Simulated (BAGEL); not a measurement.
# One shape, several levels: doublet H3NO+

We compute a comparison of 6 runs (UHF/6-31G*, ROHF/def2-TZVPP, UHF/def2-TZVPP, CASPT2(13,11)/6-31G*, CASPT2(13,11)/def2-TZVPP, FCI/STO-3G) of doublet H3NO+. 

Program for the calculation: BAGEL 1.2.2.

2 further runs of the same task are left out: 2 set aside as unsound or not needed.

## (1) The system as given

H3NO+ has 5 atoms, charge +1, and is taken as a doublet. SMILES of the parent species: `NO`. The coordinates come from a PBE0-D4/def2-TZVP relaxation. This is one conformer, not always the lowest. That shape belongs to the parent species and isn't relaxed for this state.

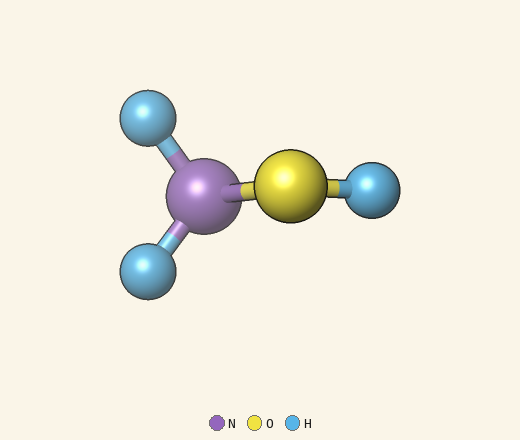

Viewed from a chosen angle; nitrogen purple, oxygen yellow, hydrogen blue.

## (2) The energy at UHF/6-31G(d) (density fitting with cc-pvqz-jkfit, spherical functions) (run 1)

input.json reads:

```json
{ "bagel": [

{
  "title": "molecule",
  "basis": "6-31gs.json",
  "df_basis": "cc-pvqz-jkfit",
  "angstrom": true,
  "geometry": [
    { "atom": "N", "xyz": [      -0.165120,      -0.361290,      -0.321170 ] },
    { "atom": "O", "xyz": [       0.364460,       0.666040,       0.508060 ] },
    { "atom": "H", "xyz": [      -0.162690,      -1.190020,       0.266770 ] },
    { "atom": "H", "xyz": [      -1.141650,      -0.109840,      -0.446210 ] },
    { "atom": "H", "xyz": [       1.105010,       0.995100,      -0.007440 ] }
  ]
},

{ "title": "uhf", "charge": 1, "nopen": 1 },

{ "title": "print", "file": "orbitals.molden", "orbitals": true }

]}
```

The basis set 6-31G* is read from a file made from the Basis Set Exchange's data (not shown).

Command:

```sh
$ BAGEL_NUM_THREADS=1 BAGEL input.json > input.out
```

The program printed:

```text
* using 1 threads per process

  ===============================================================
  ===============================================================

  *** Geometry ***

  { "atom" : "N", "xyz" : [     -0.312032,     -0.682739,     -0.606923 ] },
  { "atom" : "O", "xyz" : [      0.688730,      1.258633,      0.960094 ] },
  { "atom" : "H", "xyz" : [     -0.307440,     -2.248812,      0.504122 ] },
  { "atom" : "H", "xyz" : [     -2.157406,     -0.207568,     -0.843215 ] },
  { "atom" : "H", "xyz" : [      2.088166,      1.880466,     -0.014060 ] },

  Number of auxiliary basis functions:      365

  Since a DF basis is specified, we compute 2- and 3-index integrals:
    o Being stored without compression. Storage requirement is 0.003 GB

  Number of basis functions:       34
  Number of electrons      :       18

    * METHOD: MOLECULE                             0.07

  *** Open-shell HF ***

  === Nuclear Repulsion ===
    39.5936663937

      * DIIS with orbital gradients will be used.

  === UHF iteration (6-31gs.json) ===
      0       -130.54342725          0.05571849           0.01
      1       -130.59991129          0.03332672           0.01
      2       -130.61514144          0.02561274           0.01
      3       -130.62847621          0.00370154           0.01
      4       -130.63048664          0.00140731           0.01
      5       -130.63088067          0.00020491           0.01
      6       -130.63089803          0.00009049           0.01
      7       -130.63090474          0.00007387           0.01
      8       -130.63090932          0.00005914           0.01
      9       -130.63091364          0.00003327           0.01
     10       -130.63091464          0.00001563           0.01
     11       -130.63091468          0.00000767           0.01
     12       -130.63091474          0.00000353           0.01
     13       -130.63091474          0.00000149           0.01
     14       -130.63091474          0.00000071           0.01
     15       -130.63091474          0.00000028           0.01
     16       -130.63091474          0.00000013           0.01
     17       -130.63091474          0.00000008           0.01
     18       -130.63091474          0.00000004           0.01
     19       -130.63091474          0.00000003           0.01
     20       -130.63091474          0.00000003           0.01
     21       -130.63091474          0.00000002           0.01
     22       -130.63091474          0.00000001           0.01
    * SCF iteration converged.

    * S^2 (UHF) is 0.7606

    * Permanent dipole moment:
           (    0.298166,     0.738025,     0.706518) a.u.

    * METHOD: UHF                                  0.26

    * METHOD: PRINT                                0.00

  ===============================================================
```

It took 0.5 s on 1 thread of Arm Neoverse V2, shared host.

## (3) The energy at ROHF/def2-TZVPP (density fitting with cc-pvqz-jkfit) (run 2)

job.json reads:

```json
{ "bagel" : [

{
  "title" : "molecule",
  "basis" : "tzvpp",
  "df_basis" : "cc-pvqz-jkfit",
  "angstrom" : true,
  "geometry" : [
    { "atom" : "N", "xyz" : [   -0.165120,   -0.361290,   -0.321170 ] },
    { "atom" : "O", "xyz" : [    0.364460,    0.666040,    0.508060 ] },
    { "atom" : "H", "xyz" : [   -0.162690,   -1.190020,    0.266770 ] },
    { "atom" : "H", "xyz" : [   -1.141650,   -0.109840,   -0.446210 ] },
    { "atom" : "H", "xyz" : [    1.105010,    0.995100,   -0.007440 ] }
  ]
},
{ "title" : "rohf", "charge" : 1, "nopen" : 1 },
{ "title" : "print", "file" : "orbitals.molden", "orbitals" : true }

]}
```

Command:

```sh
$ BAGEL_NUM_THREADS=1 BAGEL job.json > job.out
```

The program printed:

```text
* using 1 threads per process

  ===============================================================
  ===============================================================

  *** Geometry ***

  { "atom" : "N", "xyz" : [     -0.312032,     -0.682739,     -0.606923 ] },
  { "atom" : "O", "xyz" : [      0.688730,      1.258633,      0.960094 ] },
  { "atom" : "H", "xyz" : [     -0.307440,     -2.248812,      0.504122 ] },
  { "atom" : "H", "xyz" : [     -2.157406,     -0.207568,     -0.843215 ] },
  { "atom" : "H", "xyz" : [      2.088166,      1.880466,     -0.014060 ] },

  Number of auxiliary basis functions:      365

  Since a DF basis is specified, we compute 2- and 3-index integrals:
    o Being stored without compression. Storage requirement is 0.032 GB

  Number of basis functions:      104
  Number of electrons      :       18

    * METHOD: MOLECULE                             0.12

  *** Open-shell HF ***

  === Nuclear Repulsion ===
    39.5936663937

      * DIIS with orbital gradients will be used.

  === ROHF iteration (tzvpp) ===
      0       -130.57644358          0.03754354           0.04
      1       -130.63994376          0.02685547           0.05
      2       -130.66240087          0.02166302           0.05
      3       -130.69520150          0.00229525           0.05
      4       -130.69720655          0.00111496           0.05
      5       -130.69802669          0.00036469           0.05
      6       -130.69824533          0.00010190           0.05
      7       -130.69831980          0.00004551           0.05
      8       -130.69831797          0.00001843           0.05
      9       -130.69832239          0.00001448           0.05
     10       -130.69832273          0.00000655           0.05
     11       -130.69832273          0.00000227           0.05
     12       -130.69832338          0.00000065           0.05
     13       -130.69832360          0.00000024           0.05
     14       -130.69832362          0.00000009           0.05
     15       -130.69832362          0.00000004           0.05
     16       -130.69832363          0.00000002           0.05
     17       -130.69832363          0.00000001           0.05
    * SCF iteration converged.

    * S^2 (ROHF) is 0.7500

    * Permanent dipole moment:
           (    0.303994,     0.737640,     0.698144) a.u.

    * METHOD: ROHF                                 0.91

    * METHOD: PRINT                                0.02

  ===============================================================
```

Wall time 1.2 s (1 thread of Arm Neoverse V2, shared host).

Runs 3 to 5 aren't shown in full; the table further down has their settings and results.

## (4) A single-point energy at FCI/STO-3G (density fitting with cc-pvqz-jkfit) (run 6)

input.json reads:

```json
{ "bagel" : [

{
  "title" : "molecule",
  "basis" : "sto-3g",
  "df_basis" : "cc-pvqz-jkfit",
  "angstrom" : true,
  "geometry" : [
    { "atom" : "N", "xyz" : [      -0.165120,      -0.361290,      -0.321170 ] },
    { "atom" : "O", "xyz" : [       0.364460,       0.666040,       0.508060 ] },
    { "atom" : "H", "xyz" : [      -0.162690,      -1.190020,       0.266770 ] },
    { "atom" : "H", "xyz" : [      -1.141650,      -0.109840,      -0.446210 ] },
    { "atom" : "H", "xyz" : [       1.105010,       0.995100,      -0.007440 ] }
  ]
},

{ "title" : "hf", "charge" : 2 },

{ "title" : "fci", "nstate" : 1, "charge" : 1, "ncore" : 2, "nspin" : 1 }

]}
```

Command:

```sh
$ BAGEL_NUM_THREADS=1 BAGEL input.json > input.out
```

The program printed:

```text
* using 1 threads per process

  ===============================================================
  ===============================================================

  *** Geometry ***

  { "atom" : "N", "xyz" : [     -0.312032,     -0.682739,     -0.606923 ] },
  { "atom" : "O", "xyz" : [      0.688730,      1.258633,      0.960094 ] },
  { "atom" : "H", "xyz" : [     -0.307440,     -2.248812,      0.504122 ] },
  { "atom" : "H", "xyz" : [     -2.157406,     -0.207568,     -0.843215 ] },
  { "atom" : "H", "xyz" : [      2.088166,      1.880466,     -0.014060 ] },

  Number of auxiliary basis functions:      365

  Since a DF basis is specified, we compute 2- and 3-index integrals:
    o Being stored without compression. Storage requirement is 0.000 GB

  Number of basis functions:       13
  Number of electrons      :       18

    * METHOD: MOLECULE                             0.06

  *** RHF ***

  === Nuclear Repulsion ===
    39.5936663937

      * DIIS with orbital gradients will be used.

[... 6 lines left out ...]
    * SCF iteration converged.
[... 1 line left out ...]
    * Permanent dipole moment:
[... 47 lines left out ...]
     * ci vector, state   0, <S^2> = 0.7500
       222222a....    -0.9326161540
       2222a22....    -0.1023493870
       2222b2aa...    -0.1003786948
       22a222a..b.     0.0866181363
       222ba22a...     0.0759548391
       22b222a..a.    -0.0643696909
       222.22a2...    -0.0589944957
       222aa22b...    -0.0578062659
       22222aa..b.    -0.0572822979
       222b22a...a     0.0538766080
       2a2222a.b..     0.0528448334
       222a22a...b    -0.0518038032
       2222a2ab...     0.0508532204

    * METHOD: FCI                                  4.34

  ===============================================================
```

It took 4.8 s on 1 thread of Arm Neoverse V2, shared host; peak memory 0.25 GiB.

## (5) All runs side by side

```csv
run,level,iteration cap,active rule,energy (Eh),wall time
1,"UHF/6-31G* (density fitting with cc-pvqz-jkfit, spherical functions)",–,–,-130.630915,0.5 s
2,ROHF/def2-TZVPP (density fitting with cc-pvqz-jkfit),–,–,-130.698324,1.2 s
3,UHF/def2-TZVPP (density fitting with cc-pvqz-jkfit),–,–,-130.703269,1.3 s
4,"CASPT2(13,11)/6-31G* (density fitting with cc-pvqz-jkfit, spherical functions)",200,valence,-130.958600,2.1 min
5,"CASPT2(13,11)/def2-TZVPP (density fitting with cc-pvqz-jkfit)",200,valence,-131.133064,2.3 min
6,FCI/STO-3G (density fitting with cc-pvqz-jkfit),–,–,-129.100661,4.8 s
```

## (6) Results

```
           quantity          value
run 6: total energy  -129.10066 Eh
```

**Reading.** In run 6 the basis is minimal, so the values are rough. All runs together took 4.6 min, the longest 2.3 min.
